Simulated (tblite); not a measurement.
# Ge23H36: the cost of one run

Programs: tblite 0.8.0 and PySCF 2.14.0, with routines of our own; each step states its level. All values are computed. Atoms count from 0.

## 1. The starting structure

59 atoms, charge 0, multiplicity 1; geometry from: force field, distance geometry or constructed start.

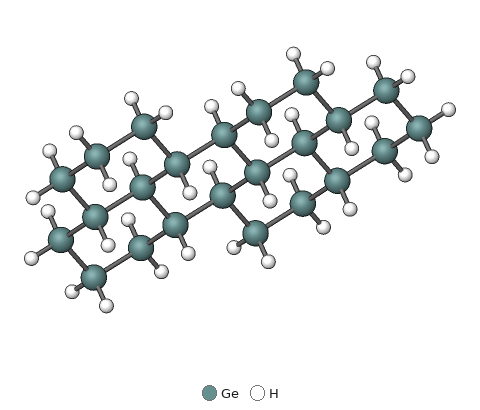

The starting geometry (germanium teal, hydrogen white).

## 2. Relaxing the molecule with GFN2-xTB

Job settings and geometry (Å):

```
{"job": {"kind": "relax", "xc": "GFN2-xTB", "basis": "xTB"}, "charge": 0, "multiplicity": 1}
Ge     2.010400     0.057100    -0.367500
Ge    -0.003200     1.219300     0.427200
Ge    -2.000300     0.056600    -0.364900
Ge    -2.006200    -2.252400     0.427900
Ge    -0.001000    -3.415900    -0.362500
Ge     2.002200    -2.257300     0.431500
Ge    -4.010800    -3.413000    -0.369200
Ge    -4.007500    -5.727700     0.435600
Ge    -2.002800    -6.890300    -0.366300
Ge    -0.002800    -5.731200     0.435700
Ge     4.008800     3.531200    -0.368000
Ge     2.003000     4.688300     0.434100
Ge    -0.003400     3.533100    -0.360900
Ge     4.013100     1.216100     0.431400
Ge     2.003300     7.011100    -0.365700
Ge    -0.001900     8.164400     0.440400
Ge    -2.005100     7.007900    -0.365000
Ge    -2.006600     4.686900     0.433100
Ge     4.010300    -3.412900    -0.363400
Ge     2.008300    -6.887300    -0.363200
Ge     4.008600    -5.726600     0.435600
Ge    -4.011800     3.533900    -0.366100
Ge    -4.007500     1.221300     0.440700
H      2.001300     0.054600    -1.897400
H      0.000500     1.219300     1.965000
H     -2.011600     0.058000    -1.893400
H     -2.004800    -2.254500     1.963400
H     -0.000600    -3.414100    -1.894700
H      2.006100    -2.256400     1.962100
H     -4.009800    -3.414300    -1.892500
H     -5.257500    -2.692300     0.139800
H     -4.012800    -5.729100     1.964300
H     -5.262100    -6.452100    -0.074600
H     -2.003400    -6.889500    -1.892200
H     -2.004300    -8.330100     0.137600
H      0.000500    -5.728200     1.961200
H      4.010100     3.532500    -1.900000
H      5.262000     4.256700     0.138300
H      2.006600     4.686400     1.964000
H     -0.004800     3.535800    -1.894700
H      4.010800     1.214400     1.967900
H      5.267000     0.489300    -0.069000
H      2.010400     7.007000    -1.899500
H      3.258300     7.727300     0.139100
H     -0.003700     8.165500     1.966500
H     -0.001900     9.609100    -0.076100
H     -2.003100     7.006100    -1.896500
H     -3.256000     7.730400     0.143200
H     -2.003900     4.690700     1.964300
H      4.012800    -3.414000    -1.893900
H      5.260200    -2.700200     0.144000
H      2.012100    -6.886900    -1.896200
H      2.005100    -8.332300     0.141000
H      4.007500    -5.732000     1.961100
H      5.261800    -6.453100    -0.071200
H     -4.011400     3.535400    -1.895300
H     -5.254500     4.248500     0.139000
H     -4.008200     1.224300     1.963400
H     -5.261000     0.494200    -0.068700
```

Run with:

```sh
OMP_NUM_THREADS=4 python large_run.py task.json out
```

The driver reads the jobs from task.json and runs them one after another.

Q: Estimate the wall time and peak memory of this first job on 4 threads of Arm Neoverse V1, shared host.

About 12 s, with a peak of 0.16 GiB.
